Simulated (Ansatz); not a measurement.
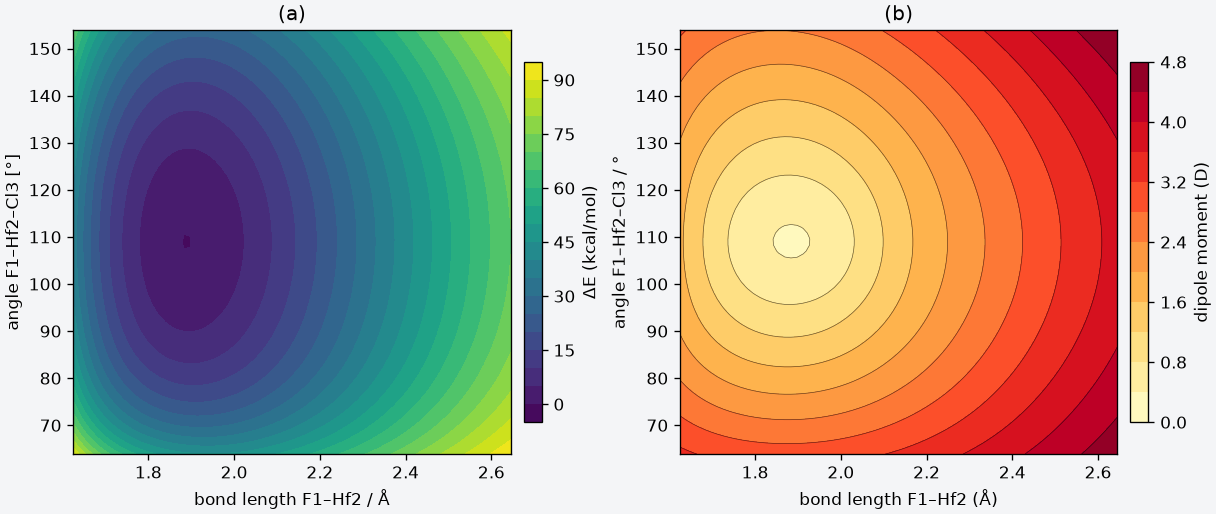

Cl3FHf, SMILES [F][Hf]([Cl])([Cl])[Cl]. Coordinates scanned: (1) bond length F1–Hf2; (2) angle F1–Hf2–Cl3. Nothing is relaxed (all other coordinates rigid). Grid: 7 × 7 points. Points are written as (first, second). Energies are in kcal/mol, from the relaxed molecule at the same level. Theory: Ansatz 0.2.0, RKS PBE0-D4/def2-SVP.

Panel (a) is the energy; panel (b) is the computed dipole moment, in D.

In the figure: filled contours. Between grid points the surface is interpolated.

**How does the dipole moment vary over the map, and what is it at the lowest grid point?**

Leaving out the highest fifth of the energies, it runs from 0.50 D at (1.965 Å, 109°) to 3.65 D at (2.305 Å, 64°). At the lowest grid point, (1.965 Å, 109°), it is 0.50 D.

| angle F1–Hf2–Cl3 ↓, bond length F1–Hf2 → | 1.625 | 1.795 | 1.965 | 2.135 | 2.305 | 2.475 | 2.645 |
| --- | --- | --- | --- | --- | --- | --- | --- |
| 154 | 2.86 | 2.43 | 2.50 | 2.92 | 3.50 | 4.12 | 4.75 |
| 139 | 2.26 | 1.64 | 1.68 | 2.20 | 2.87 | 3.56 | 4.22 |
| 124 | 1.84 | 0.94 | 0.95 | 1.65 | 2.43 | 3.17 | 3.87 |
| 109 | 1.67 | 0.52 | 0.50 | 1.42 | 2.26 | 3.03 | 3.74 |
| 94 | 1.86 | 1.00 | 1.00 | 1.67 | 2.43 | 3.17 | 3.86 |
| 79 | 2.43 | 1.90 | 1.90 | 2.33 | 2.92 | 3.56 | 4.19 |
| 64 | 3.29 | 3.01 | 3.02 | 3.26 | 3.65 | 4.13 | 4.66 |
